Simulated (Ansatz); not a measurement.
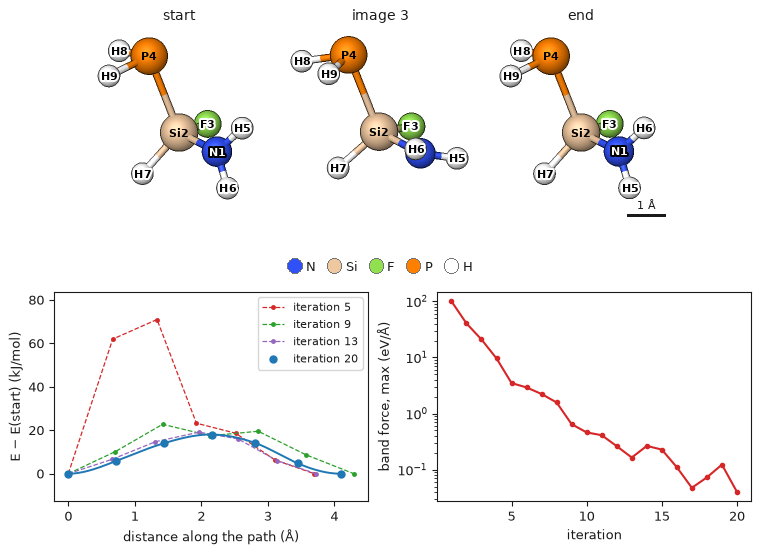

A search for the minimum-energy path of SiPNH₅F by the nudged elastic band. Images are numbered from 0 (start) to 6 (end). The plot follows the band through its iterations. A ball-and-stick model, seen from a free direction.

The calculation used RKS r2SCAN/def2-mTZVP in Ansatz. Run with 5 movable images; climbing image; force threshold 0.05 eV/Å; iteration limit 60; starting path through a guess of the saddle point.

Did the band converge, and can the barrier be trusted?

Answer. The result is final at these settings. The band converged in 20 iterations. The largest component of the band force went from 100 to 0.04 eV/Å. The climbing image converged on the top of the path. Its vibrational analysis gives one imaginary mode (206i cm⁻¹), as a transition state must have. The first iteration put the highest image at 1704.6 kJ/mol. The two ends have the same energy, and the highest point, image 3, lies 18.0 kJ/mol above the start.

The run took 100 s on 2 threads of AMD EPYC 9R45 96-Core Processor (Zen 5) (shared host), peak memory 0.18 GiB.
